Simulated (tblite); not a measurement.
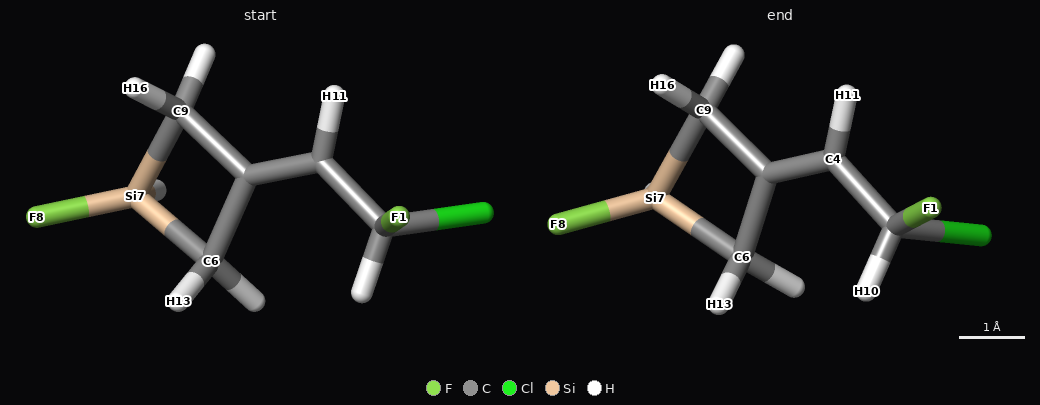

The structure of C5H7ClF2Si before (left) and after (right) a relaxation, at one scale.

A stick model, seen at a tilt.

These are results of tblite, GFN2-xTB geometry optimisation, gas phase, not measurements. 

**Describe what moved and what it gained.**

The largest move after the best rigid fit is that of the Cl atom, 0.57 Å. Largest moves by element: Cl 0.57 Å, H 0.39 Å, F 0.24 Å, C 0.21 Å, Si 0.03 Å. Some distances before and after: C–C 1.554 → 1.511 Å, C–Cl 1.770 → 1.811 Å, H–Si 1.483 → 1.446 Å, C–Si 1.879 → 1.912 Å. Bond angles that change, for instance: F–Si–H 115.1° → 105.0°, C–Si–H 116.6° → 122.9°, Si–C–H 113.0° → 118.4°. Groups turn about C–C by about 25°. Over 70 geometry steps the energy falls by 0.304 eV. Cost: 0.83 s on 1 thread of Intel(R) Xeon(R) Processor @ 2.70GHz, with other jobs on the host.
